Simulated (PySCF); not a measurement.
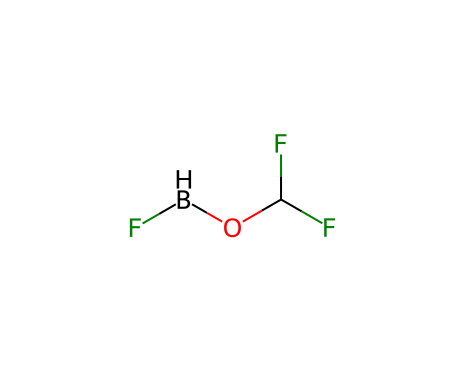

Structural formula above. Computed geometry: PBE0-D3(BJ)/def2-SVP optimisation. No frequency run is at hand to confirm it as a minimum.

What does the molecule look like in three dimensions?

It has 8 atoms: 1 carbon, 2 hydrogen, 1 boron, 3 fluorine and 1 oxygen (CH2BF3O). Its SMILES string is `FBOC(F)F`. It has no ring. Among its groups: C–F bond, B–H bond. The point group is C1. Coordination: 1 B trigonal planar; 1 O bent; 1 C tetrahedral.

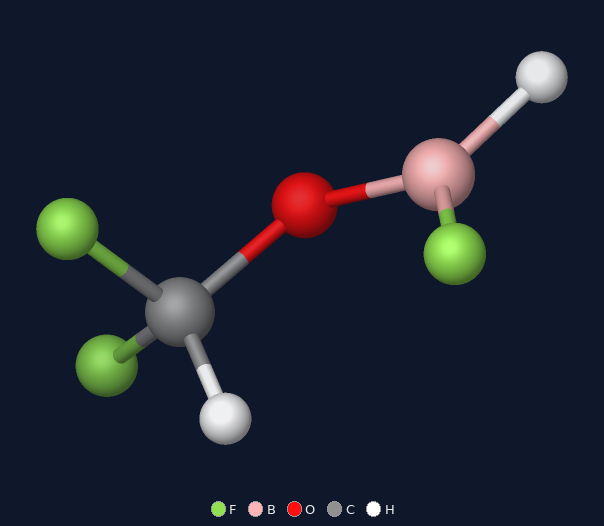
